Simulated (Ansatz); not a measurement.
# CH2BFN2: a spread of methods and bases

Aim: run CH2BFN2 under a spread of inputs, and see what each costs and gives.

Method: the settings change from run to run; program: Ansatz 0.2.0, Gaussian basis.

### 1 The molecule

The geometry comes from an earlier relaxation with PBE0-D4 in a triple-zeta def2 set; it is a stationary point, not always the lowest conformer.

7 atoms, charge 0, spin multiplicity 1.

Atoms are counted from 1 here; the program's logs count them from 0.

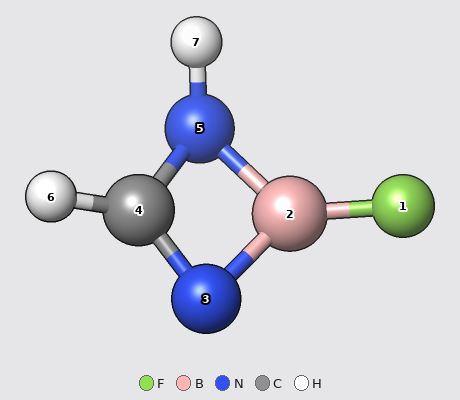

The geometry (fluorine green, boron pink, nitrogen blue, carbon grey, hydrogen white); atoms are numbered from 1 in the order of the file.

Geometry (Å):

```tsv
atom	x (Å)	y (Å)	z (Å)
F1	0.9394	-1.8156	-0.8823
B2	0.2345	-0.9155	-0.2545
N3	-0.1027	-0.6961	1.1670
C4	-0.3212	0.4864	0.6970
N5	-0.3242	0.3762	-0.7131
H6	-0.4715	1.4206	1.2426
H7	0.1068	1.0761	-1.3022
```

### 2 B2PLYP/cc-pVTZ-DK

Options: coordinates scaled by 1.05.

File in.yaml:

```yaml
crystal:
  periodic: [false, false, false]
  atoms:
    - {symbol: F, position_ang: [0.986388, -1.906424, -0.926427]}
    - {symbol: B, position_ang: [0.246254, -0.961308, -0.267276]}
    - {symbol: N, position_ang: [-0.107870, -0.730898, 1.225331]}
    - {symbol: C, position_ang: [-0.337279, 0.510682, 0.731867]}
    - {symbol: N, position_ang: [-0.340453, 0.395022, -0.748757]}
    - {symbol: H, position_ang: [-0.495038, 1.491664, 1.304693]}
    - {symbol: H, position_ang: [0.112154, 1.129862, -1.367311]}
basis:
  gaussian: {orbitals: cc-pVTZ-DK}
hamiltonian: {xc: {name: B2PLYP}}
output: {forces: true}
```

Command:

```
> ansatz run in.yaml --threads 2 --pin off --events-out ev --progress --plain --max-ram 4352MiB
```

Standard output, shortened:

```text
Functional definition: B2PLYP
  name "B2PLYP"
  cite "Grimme, J. Chem. Phys. 124, 034108 (2006) doi:10.1063/1.2148954"
  cite "Becke, Phys. Rev. A 38, 3098 (1988) doi:10.1103/PhysRevA.38.3098"
  cite "Lee, Yang & Parr, Phys. Rev. B 37, 785 (1988) doi:10.1103/PhysRevB.37.785"
[...]
1072 factors; integrals over basis functions are off by at most 9.1e-4 eV
[...]
mean field -7437.28434532 eV, -273.3151585180 hartree, gradient 5.0e-6 eV, S^2 0.000000; 0 other end points of the search recorded, 0 dependent functions left out
5 core orbitals not correlated: weight in the atoms' cores, before any rotation towards them, 1.000 or more for the frozen orbitals, at most 0.000 for the correlated occupied ones
reference -7437.28448219 eV, -273.3151635480 hartree; 13, 13 occupied and 160, 160 virtual orbitals, 1072 factors
second order -30.06698559 eV of doubles, -0.00000000 eV of singles
[...]
Total energy: -7445.40256830 eV, -273.6134977099 hartree
Relativity: scalar
Atom 0 at     0.986388    -1.906424    -0.926427 Å, force    -1.457603     1.837797     1.286311 eV/Å
Atom 1 at     0.246254    -0.961308    -0.267276 Å, force     0.411798     0.195922    -0.207750 eV/Å
Atom 2 at    -0.107870    -0.730898     1.225331 Å, force    -0.132701     2.494003    -2.777211 eV/Å
Atom 3 at    -0.337279     0.510682     0.731867 Å, force     0.423745    -1.301020     0.065562 eV/Å
Atom 4 at    -0.340453     0.395022    -0.748757 Å, force     1.163852    -0.345326     1.284586 eV/Å
Atom 5 at    -0.495038     1.491664     1.304693 Å, force     0.211206    -1.556452    -0.894645 eV/Å
Atom 6 at     0.112154     1.129862    -1.367311 Å, force    -0.620295    -1.324923     1.243147 eV/Å
Dipole moment:     0.045916     0.635304    -0.244408 e Å
```

Wall time 12 s (2 threads of Arm Neoverse V2, shared host); peak memory 0.56 GiB.

Largest force 3.735 eV/Å, dipole 3.28 D.

### 3 RPA/def2-SVPD

Options: a point charge of 0.50 e beside it, correlated electrons set to outside_noble_gas, high accuracy.

File in.yaml:

```yaml
crystal:
  periodic: [false, false, false]
  atoms:
    - {symbol: F, position_ang: [0.939417, -1.815642, -0.882312]}
    - {symbol: B, position_ang: [0.234528, -0.915532, -0.254549]}
    - {symbol: N, position_ang: [-0.102733, -0.696093, 1.166982]}
    - {symbol: C, position_ang: [-0.321218, 0.486364, 0.697016]}
    - {symbol: N, position_ang: [-0.324240, 0.376211, -0.713102]}
    - {symbol: H, position_ang: [-0.471465, 1.420632, 1.242564]}
    - {symbol: H, position_ang: [0.106814, 1.076059, -1.302201]}
basis:
  gaussian: {orbitals: def2-SVPD, point_charges: [{charge: 0.50, position_ang: [4.574, 0.048, 0.321]}]}
hamiltonian: {xc: {name: HF}}
correlation: {method: rpa, electrons: outside_noble_gas}
accuracy: high
```

Same command.

Standard output:

```text
Functional definition: HF
  name "HF"
  cite "Fock, Z. Phys. 61, 126 (1930) doi:10.1007/BF01340294"
  parent pbe
  exchange = exact_x
  correlation = 0
2448 factors; integrals over basis functions are off by at most 3.5e-9 eV
mean field evaluation 1: about -7395.1299 eV, gradient 4.0e1 eV
mean field evaluation 2: about -7395.2422 eV, gradient 4.0e1 eV
mean field evaluation 4: about -7398.8677 eV, gradient 3.8e0 eV
mean field evaluation 8: about -7398.9317 eV, gradient 4.0e-1 eV
mean field -7398.93338998 eV, -271.9057869045 hartree, gradient 8.2e-8 eV, S^2 0.000000; 0 other end points of the search recorded, 0 dependent functions left out
5 core orbitals not correlated: weight in the atoms' cores, before any rotation towards them, 1.000 or more for the frozen orbitals, at most 0.000 for the correlated occupied ones
reference -7398.93338998 eV, -271.9057869045 hartree; 13, 13 occupied and 101, 101 virtual orbitals, 2448 factors
Total energy: -7420.70145370 eV, -272.7057484914 hartree
```

Wall time 6 s (2 threads of Arm Neoverse V2, shared host); peak memory 0.49 GiB.

### 4 wPBEh/6-31G

This run has atoms shaken by 0.08 Å.

File in.yaml:

```yaml
crystal:
  periodic: [false, false, false]
  atoms:
    - {symbol: F, position_ang: [0.836744, -1.772122, -0.840914]}
    - {symbol: B, position_ang: [0.130478, -0.856315, -0.236275]}
    - {symbol: N, position_ang: [-0.046264, -0.586122, 1.037385]}
    - {symbol: C, position_ang: [-0.201009, 0.476763, 0.624338]}
    - {symbol: N, position_ang: [-0.358347, 0.460943, -0.737665]}
    - {symbol: H, position_ang: [-0.597764, 1.347837, 1.109827]}
    - {symbol: H, position_ang: [0.222551, 1.056708, -1.237567]}
basis:
  gaussian: {orbitals: 6-31G}
hamiltonian: {xc: {name: wPBEh}}
output: {forces: true}
```

The command is unchanged.

Standard output, shortened:

```text
Functional definition: wPBEh
  name "wPBEh"
  cite "Heyd, Scuseria & Ernzerhof, J. Chem. Phys. 118, 8207 (2003) doi:10.1063/1.1564060"
  cite "Krukau, Vydrov, Izmaylov & Scuseria, J. Chem. Phys. 125, 224106 (2006) doi:10.1063/1.2404663"
  cite "Heyd & Scuseria, J. Chem. Phys. 120, 7274 (2004) doi:10.1063/1.1668634"
  cite "Ernzerhof & Perdew, J. Chem. Phys. 109, 3313 (1998) doi:10.1063/1.476928"
  cite "Perdew, Burke & Ernzerhof, Phys. Rev. Lett. 77, 3865 (1996) doi:10.1103/PhysRevLett.77.3865"
  parent pbe
[...]
656 factors; integrals over basis functions are off by at most 2.0e-4 eV
78 factors; integrals over basis functions are off by at most 2.2e-7 eV
[...]
mean field -7430.77582991 eV, -273.0759749883 hartree, gradient 5.3e-5 eV, S^2 0.000000; 0 other end points of the search recorded, 0 dependent functions left out
[...]
reference -7430.77584942 eV, -273.0759757053 hartree; 18, 18 occupied and 31, 31 virtual orbitals, 656 factors
Total energy: -7430.77584942 eV, -273.0759757053 hartree
Atom 0 at     0.836744    -1.772122    -0.840914 Å, force     0.903819    -1.487680    -1.106858 eV/Å
Atom 1 at     0.130478    -0.856315    -0.236275 Å, force     1.461285    -3.052808    -7.321299 eV/Å
Atom 2 at    -0.046264    -0.586122     1.037385 Å, force     1.204860   -12.584523    12.202410 eV/Å
Atom 3 at    -0.201009     0.476763     0.624338 Å, force    -4.836910    15.989371    -0.868633 eV/Å
Atom 4 at    -0.358347     0.460943    -0.737665 Å, force    -0.437813    -1.411805    -2.019079 eV/Å
Atom 5 at    -0.597764     1.347837     1.109827 Å, force     0.893346     0.979464     0.999489 eV/Å
Atom 6 at     0.222551     1.056708    -1.237567 Å, force     0.811414     1.567981    -1.886029 eV/Å
Dipole moment:     0.122627     0.528861    -0.165135 e Å
```

Run time: 1.1 s. Hardware: 2 threads of Arm Neoverse V2, shared host.

Largest force 17.570 eV/Å, dipole 2.73 D.

### 5 r2SCAN0/def2-TZVPP

This run has unrestricted orbitals, D3(BJ) dispersion, the search for lower states set to off.

File in.yaml:

```yaml
crystal:
  periodic: [false, false, false]
  atoms:
    - {symbol: F, position_ang: [0.939417, -1.815642, -0.882312]}
    - {symbol: B, position_ang: [0.234528, -0.915532, -0.254549]}
    - {symbol: N, position_ang: [-0.102733, -0.696093, 1.166982]}
    - {symbol: C, position_ang: [-0.321218, 0.486364, 0.697016]}
    - {symbol: N, position_ang: [-0.324240, 0.376211, -0.713102]}
    - {symbol: H, position_ang: [-0.471465, 1.420632, 1.242564]}
    - {symbol: H, position_ang: [0.106814, 1.076059, -1.302201]}
basis:
  gaussian: {orbitals: def2-TZVPP}
magnetization: {spin_polarized: true, initial_magnetization: 0}
hamiltonian: {xc: {name: r2SCAN0}, dispersion: d3bj}
scf: {lower_state_search: off}
```

The command is unchanged.

Standard output, shortened:

```text
Warning: the engine holds no damping parameters fitted to this dispersion correction and functional, so the run takes those fitted to r2scan0 beside the three-body term, which d3bj leaves out (hamiltonian.dispersion, under Limitations)
Functional definition: r2SCAN0
  name "r2SCAN0"
  cite "Bursch, Neugebauer, Ehlert & Grimme, J. Chem. Phys. 156, 134105 (2022) doi:10.1063/5.0086040"
  cite "Furness, Kaplan, Ning, Perdew & Sun, J. Phys. Chem. Lett. 11, 8208 (2020) doi:10.1021/acs.jpclett.0c02405"
  cite "Furness, Kaplan, Ning, Perdew & Sun, J. Phys. Chem. Lett. 11, 9248 (2020) doi:10.1021/acs.jpclett.0c03077"
  parent r2scan
[...]
933 factors; their error is unknown
[...]
mean field -7442.05545452 eV, -273.4904935473 hartree, gradient 5.8e-6 eV, S^2 0.000000; 0 other end points of the search recorded, 0 dependent functions left out
reference -7442.05546386 eV, -273.4904938906 hartree; 18, 18 occupied and 165, 165 virtual orbitals, 933 factors
Total energy: -7442.08784562 eV, -273.4916838980 hartree
Checks for a lower state left out: stability, starts, cluster_reference, orbital_swaps, neighbouring_geometries, increment
```

Run time: 6 s. Hardware: 2 threads of Arm Neoverse V2, shared host; peak memory 0.39 GiB.

⟨S²⟩ 0.000.

### 6 PBE0-DH/x2c-TZVPPall

Options: density fitting with def2-universal-jkfit.

Changes to in.yaml since step 5:

```diff
@@ -11,5 +11,4 @@
 basis:
-  gaussian: {orbitals: def2-TZVPP}
-magnetization: {spin_polarized: true, initial_magnetization: 0}
-hamiltonian: {xc: {name: r2SCAN0}, dispersion: d3bj}
-scf: {lower_state_search: off}
+  gaussian: {orbitals: x2c-TZVPPall, fitting: {mean_field: def2-universal-jkfit}}
+hamiltonian: {xc: {name: PBE0-DH}}
+output: {forces: true}
```

Launched as before.

Standard output, shortened:

```text
Functional definition: PBE0-DH
  name "PBE0-DH"
  cite "Brémond & Adamo, J. Chem. Phys. 135, 024106 (2011) doi:10.1063/1.3604569"
  cite "Perdew, Burke & Ernzerhof, Phys. Rev. Lett. 77, 3865 (1996) doi:10.1103/PhysRevLett.77.3865"
[...]
417 factors; integrals over basis functions are off by at most 1.7e0 eV
[...]
mean field -7439.51136175 eV, -273.3969998624 hartree, gradient 3.4e-6 eV, S^2 0.000000; 0 other end points of the search recorded, 0 dependent functions left out
5 core orbitals not correlated: weight in the atoms' cores, before any rotation towards them, 1.000 or more for the frozen orbitals, at most 0.000 for the correlated occupied ones
reference -7439.51137853 eV, -273.3970004790 hartree; 13, 13 occupied and 165, 165 virtual orbitals, 417 factors
second order -29.44369455 eV of doubles, -0.00000000 eV of singles
[...]
Total energy: -7443.19184035 eV, -273.5322549561 hartree
Relativity: scalar
Atom 0 at     0.939417    -1.815642    -0.882312 Å, force    -0.138025     0.164846     0.119608 eV/Å
Atom 1 at     0.234528    -0.915532    -0.254549 Å, force     0.067172    -0.029898    -0.048701 eV/Å
Atom 2 at    -0.102733    -0.696093     1.166982 Å, force    -0.005679     0.206979    -0.230816 eV/Å
Atom 3 at    -0.321218     0.486364     0.697016 Å, force     0.014120    -0.038674     0.042165 eV/Å
Atom 4 at    -0.324240     0.376211    -0.713102 Å, force     0.119415     0.025027     0.052986 eV/Å
Atom 5 at    -0.471465     1.420632     1.242564 Å, force     0.021902    -0.164680    -0.089681 eV/Å
Atom 6 at     0.106814     1.076059    -1.302201 Å, force    -0.078904    -0.163601     0.154440 eV/Å
Dipole moment:     0.053638     0.629473    -0.278103 e Å
```

It took 8 s on 2 threads of Arm Neoverse V2, shared host.

Largest force 0.310 eV/Å, dipole 3.32 D.

### 7 wB97M-V/cc-pVTZ-DK

Options: unrestricted orbitals.

Changes to in.yaml since step 6:

```diff
@@ -11,4 +11,4 @@
 basis:
-  gaussian: {orbitals: x2c-TZVPPall, fitting: {mean_field: def2-universal-jkfit}}
-hamiltonian: {xc: {name: PBE0-DH}}
-output: {forces: true}
+  gaussian: {orbitals: cc-pVTZ-DK}
+magnetization: {spin_polarized: true, initial_magnetization: 0}
+hamiltonian: {xc: {name: wB97M-V}}
```

The command is unchanged.

Standard output, shortened:

```text
Functional definition: wB97M-V
  name "wB97M-V"
  cite "Mardirossian & Head-Gordon, J. Chem. Phys. 144, 214110 (2016) doi:10.1063/1.4952647"
  cite "Becke, J. Chem. Phys. 107, 8554 (1997) doi:10.1063/1.475007"
  cite "Vydrov & Van Voorhis, J. Chem. Phys. 133, 244103 (2010) doi:10.1063/1.3521275"
  # Of w^i u^j: cxij and so on, Table III.
[...]
  gx(w, u) = 1 - cx + cx01*u + cx10*w
  gss(w, u) = css00 + css04*u^4 + css10*w + css20*w^2 + css43*w^4*u^3
  gos(w, u) = cos00 + cos10*w + (cos20 + cos21*u)*w^2 + (cos60 + cos61*u)*w^6
[...]
      + integral(e_c_pw_mod_opposite_spin*gos(b97_w_opposite, b97_u_opposite)) + vv10(b, c)
1000 factors; their error is unknown
201 factors; integrals over basis functions are off by at most 6.8e-6 eV
[...]
mean field -7448.87024693 eV, -273.7409325490 hartree, gradient 4.4e-5 eV, S^2 0.000000; 0 other end points of the search recorded, 0 dependent functions left out
reference -7448.87028736 eV, -273.7409340348 hartree; 18, 18 occupied and 160, 160 virtual orbitals, 1000 factors
Total energy: -7448.87028736 eV, -273.7409340348 hartree
Relativity: scalar
```

It took 14 s on 2 threads of Arm Neoverse V2, shared host; peak memory 0.59 GiB.

⟨S²⟩ 0.000.

### 8 PBE0/pcseg-2

Set apart from the defaults: unrestricted orbitals, atoms shaken by 0.15 Å, a grid of angular degree 11, D4 dispersion.

File in.yaml:

```yaml
crystal:
  periodic: [false, false, false]
  atoms:
    - {symbol: F, position_ang: [1.245923, -2.182021, -0.829550]}
    - {symbol: B, position_ang: [0.215918, -0.975199, -0.241335]}
    - {symbol: N, position_ang: [-0.195820, -0.715595, 1.269699]}
    - {symbol: C, position_ang: [-0.289144, 0.538944, 0.601899]}
    - {symbol: N, position_ang: [-0.364465, 0.408591, -0.752403]}
    - {symbol: H, position_ang: [-0.667569, 1.246688, 1.370810]}
    - {symbol: H, position_ang: [0.381795, 0.884204, -1.511242]}
basis:
  gaussian: {orbitals: pcseg-2, final_grid: {core_spheres: 5, valence_spheres: 4, degree: 11}}
magnetization: {spin_polarized: true, initial_magnetization: 0}
hamiltonian: {xc: {name: PBE0}, dispersion: d4}
output: {forces: true}
```

Same command.

Standard output, shortened:

```text
Functional definition: PBE0
  name "PBE0"
  cite "Adamo & Barone, J. Chem. Phys. 110, 6158 (1999) doi:10.1063/1.478522"
  cite "Perdew, Burke & Ernzerhof, Phys. Rev. Lett. 77, 3865 (1996) doi:10.1103/PhysRevLett.77.3865"
  parent pbe
[...]
901 factors; their error is unknown
[...]
mean field -7435.01907319 eV, -273.2319113029 hartree, gradient 3.1e-5 eV, S^2 0.000000; 0 other end points of the search recorded, 0 dependent functions left out
[...]
reference -7435.01910194 eV, -273.2319123594 hartree; 18, 18 occupied and 160, 160 virtual orbitals, 901 factors
Total energy: -7435.11177558 eV, -273.2353180528 hartree
Atom 0 at     1.245923    -2.182021    -0.829550 Å, force    -3.713725     4.577770     1.672997 eV/Å
Atom 1 at     0.215918    -0.975199    -0.241335 Å, force     1.783040    -2.510463     1.332730 eV/Å
Atom 2 at    -0.195820    -0.715595     1.269699 Å, force     1.097027     2.866431    -6.212279 eV/Å
Atom 3 at    -0.289144     0.538944     0.601899 Å, force    -1.287036    -3.730059     5.222104 eV/Å
Atom 4 at    -0.364465     0.408591    -0.752403 Å, force     3.962200    -1.242138    -3.608932 eV/Å
Atom 5 at    -0.667569     1.246688     1.370810 Å, force     0.823678     0.925276    -1.374075 eV/Å
Atom 6 at     0.381795     0.884204    -1.511242 Å, force    -2.665184    -0.886817     2.967455 eV/Å
Dipole moment:    -0.117004     0.861289    -0.255425 e Å
```

It took 3.3 s on 2 threads of Arm Neoverse V2, shared host.

Largest force 6.929 eV/Å, dipole 4.35 D, ⟨S²⟩ 0.000.

### 9 HSE06/aug-cc-pVTZ

This run has multiplicity 3.

File in.yaml:

```yaml
crystal:
  periodic: [false, false, false]
  atoms:
    - {symbol: F, position_ang: [0.939417, -1.815642, -0.882312]}
    - {symbol: B, position_ang: [0.234528, -0.915532, -0.254549]}
    - {symbol: N, position_ang: [-0.102733, -0.696093, 1.166982]}
    - {symbol: C, position_ang: [-0.321218, 0.486364, 0.697016]}
    - {symbol: N, position_ang: [-0.324240, 0.376211, -0.713102]}
    - {symbol: H, position_ang: [-0.471465, 1.420632, 1.242564]}
    - {symbol: H, position_ang: [0.106814, 1.076059, -1.302201]}
basis:
  gaussian: {orbitals: aug-cc-pVTZ}
magnetization: {spin_polarized: true, initial_magnetization: 2}
hamiltonian: {xc: {name: HSE06}}
```

Same command.

Standard output, shortened:

```text
Functional definition: HSE06
  name "HSE06"
  cite "Heyd, Scuseria & Ernzerhof, J. Chem. Phys. 118, 8207 (2003) doi:10.1063/1.1564060"
  cite "Krukau, Vydrov, Izmaylov & Scuseria, J. Chem. Phys. 125, 224106 (2006) doi:10.1063/1.2404663"
  cite "Heyd & Scuseria, J. Chem. Phys. 120, 7274 (2004) doi:10.1063/1.1668634"
  cite "Ernzerhof & Perdew, J. Chem. Phys. 109, 3313 (1998) doi:10.1063/1.476928"
  cite "Perdew, Burke & Ernzerhof, Phys. Rev. Lett. 77, 3865 (1996) doi:10.1103/PhysRevLett.77.3865"
  parent pbe
[...]
  # The whole range is PBE's own exchange, as in plane waves. The composition of these papers is wPBEh.
[...]
1181 factors; their error is unknown
113 factors; integrals over basis functions are off by at most 7.4e-7 eV
[...]
mean field -7434.26566219 eV, -273.2042239591 hartree, gradient 2.3e-5 eV, S^2 2.011758; 2 other end points of the search recorded, 0 dependent functions left out
reference -7434.26573110 eV, -273.2042264916 hartree; 19, 17 occupied and 257, 259 virtual orbitals, 1181 factors
Total energy: -7434.26573110 eV, -273.2042264916 hartree
```

It took 19 s on 2 threads of Arm Neoverse V2, shared host; peak memory 0.9 GiB.

⟨S²⟩ 2.012.

### 10 PBE0/6-31++G**

Set apart from the defaults: atoms shaken by 0.03 Å, D4 dispersion.

File in.yaml:

```yaml
crystal:
  periodic: [false, false, false]
  atoms:
    - {symbol: F, position_ang: [0.937921, -1.818176, -0.903218]}
    - {symbol: B, position_ang: [0.271259, -0.884366, -0.281490]}
    - {symbol: N, position_ang: [-0.113813, -0.640596, 1.165828]}
    - {symbol: C, position_ang: [-0.345676, 0.465672, 0.737288]}
    - {symbol: N, position_ang: [-0.312519, 0.391756, -0.695414]}
    - {symbol: H, position_ang: [-0.484832, 1.395514, 1.200919]}
    - {symbol: H, position_ang: [0.069582, 1.110320, -1.350178]}
basis:
  gaussian: {orbitals: "6-31++G**"}
hamiltonian: {xc: {name: PBE0}, dispersion: d4}
output: {forces: true}
```

The command is unchanged.

Standard output, shortened:

```text
Functional definition: PBE0
  name "PBE0"
  cite "Adamo & Barone, J. Chem. Phys. 110, 6158 (1999) doi:10.1063/1.478522"
  cite "Perdew, Burke & Ernzerhof, Phys. Rev. Lett. 77, 3865 (1996) doi:10.1103/PhysRevLett.77.3865"
  parent pbe
[...]
943 factors; integrals over basis functions are off by at most 1.5e-3 eV
[...]
mean field -7435.67610203 eV, -273.2560566674 hartree, gradient 9.9e-6 eV, S^2 0.000000; 0 other end points of the search recorded, 0 dependent functions left out
[...]
reference -7435.67615656 eV, -273.2560586712 hartree; 18, 18 occupied and 89, 89 virtual orbitals, 943 factors
Total energy: -7435.77254126 eV, -273.2596007436 hartree
Atom 0 at     0.937921    -1.818176    -0.903218 Å, force     0.231136    -0.085504    -0.014176 eV/Å
Atom 1 at     0.271259    -0.884366    -0.281490 Å, force    -0.828398     0.322970     0.387059 eV/Å
Atom 2 at    -0.113813    -0.640596     1.165828 Å, force     1.454048    -5.984952     2.176686 eV/Å
Atom 3 at    -0.345676     0.465672     0.737288 Å, force    -0.573525     4.591347    -3.117849 eV/Å
Atom 4 at    -0.312519     0.391756    -0.695414 Å, force     0.660205     0.463822    -1.516842 eV/Å
Atom 5 at    -0.484832     1.395514     1.200919 Å, force    -0.470178     1.467947     1.134278 eV/Å
Atom 6 at     0.069582     1.110320    -1.350178 Å, force    -0.473288    -0.775629     0.950844 eV/Å
Dipole moment:     0.089755     0.597898    -0.286270 e Å
```

Wall time 2 s (2 threads of Arm Neoverse V2, shared host).

Largest force 6.532 eV/Å, dipole 3.21 D.

### 11 All runs side by side

```tsv
level	charge	multiplicity	geometry	functions	energy (eV)	time
B2PLYP/cc-pVTZ-DK	0	1	scaled	178	-7445.403	12 s
RPA/def2-SVPD	0	1	relaxed, point charge	119	-7420.701	6 s
wPBEh/6-31G	0	1	shaken	49	-7430.776	1.1 s
r2SCAN0/def2-TZVPP	0	1	relaxed	183	-7442.088	6 s
PBE0-DH/x2c-TZVPPall	0	1	relaxed	183	-7443.192	8 s
wB97M-V/cc-pVTZ-DK	0	1	relaxed	178	-7448.870	14 s
PBE0/pcseg-2	0	1	shaken	178	-7435.112	3.3 s
HSE06/aug-cc-pVTZ	0	3	relaxed	276	-7434.266	19 s
PBE0/6-31++G**	0	1	shaken	107	-7435.773	2 s
```

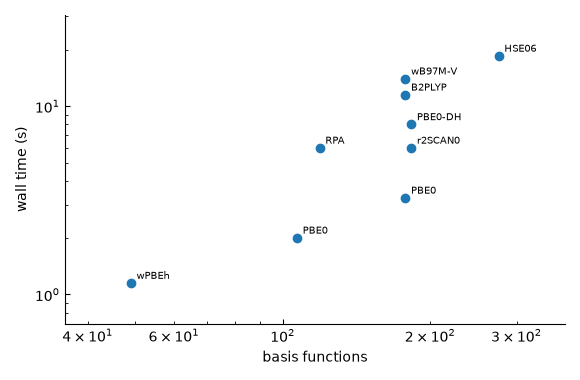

Wall time against the number of basis functions (shared host).

### 12 Outcome

| quantity | value |
| --- | --- |
| runs | 9 |
| quickest | wPBEh/6-31G, 1.1 s |
| slowest | HSE06/aug-cc-pVTZ, 19 s |
| spread of total energies, same state and geometry | 6.8 eV |

**Reading.** HSE06/aug-cc-pVTZ took 16 times as long as wPBEh/6-31G. The jobs differ in tasks and options as well as level. The totals spread over 7 eV; they can't be compared across methods or bases. At the PBE0-D4/def2-TZVP geometry and in the same state, runs without warnings or point charges leave forces up to 0.31 eV/Å (PBE0-DH/x2c-TZVPPall), against 17.6 eV/Å where the atoms were moved.
